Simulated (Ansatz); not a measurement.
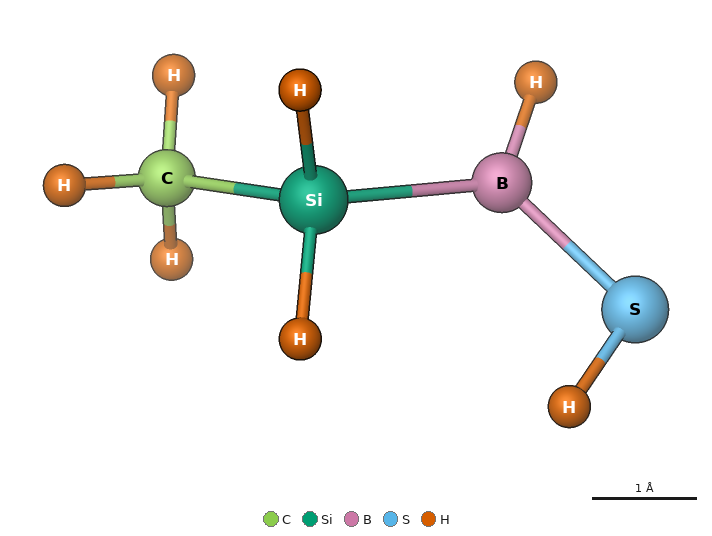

Atoms fade into the background with distance from the viewer. Computed geometry: PBE-D4/def2-SVP optimisation. No frequency run is at hand to confirm it as a minimum. Masses are those of the most abundant isotopes; constants are for the rigid equilibrium geometry.

> What kind of rotor is it, and what are its rotational constants in cm⁻¹?

An asymmetric top (C1): A = 0.416, B = 0.0543, C = 0.0525 cm⁻¹. Ray's parameter κ is −0.99, close to the prolate limit.
